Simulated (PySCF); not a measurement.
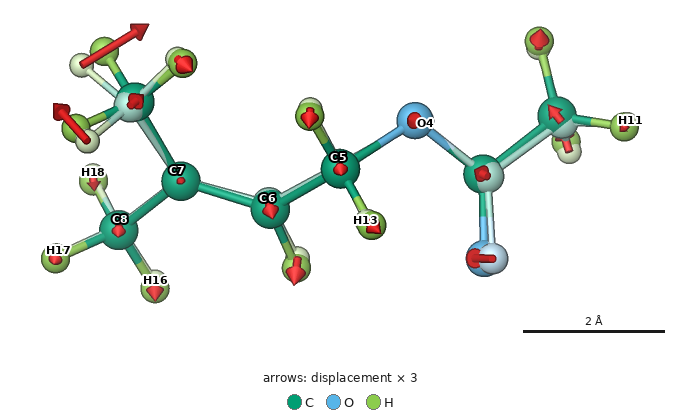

A relaxation of C7H12O2. The starting structure is drawn faded, the final one solid; red arrows show the displacements, 3 times their true length. The two geometries are superimposed by the best rigid fit.

A ball-and-stick model, seen from a free direction.

The start comes from GFN2-xTB. Its atoms were then displaced at random by about 0.01 Å.

Theory: PBE0-D3(BJ)/def2-SVP geometry optimisation, gas phase (PySCF). 

Atoms of which element are displaced furthest, and by how much?

Hydrogen: up to 0.41 Å, against 0.28 Å for oxygen.

Describe the change and its energy.

After 9 geometry steps the energy has fallen by 5.15 kcal/mol. The largest move after the best rigid fit is that of an H atom, 0.41 Å. By element the largest moves are H 0.41 Å, O 0.28 Å, C 0.12 Å. Among the contacts that change: C–H 1.056 → 1.097 Å, C–C 1.313 → 1.343 Å, C–O 1.466 → 1.436 Å, C–O 1.308 → 1.337 Å. Among the angles between lasting bonds that change: H–C–H 110.4° → 107.1°, C–C–H 108.9° → 112.0°, H–C–H 110.1° → 108.0°. Cost: 3.6 min on 1 thread of Intel(R) Xeon(R) Platinum 8488C, with other jobs on the host.
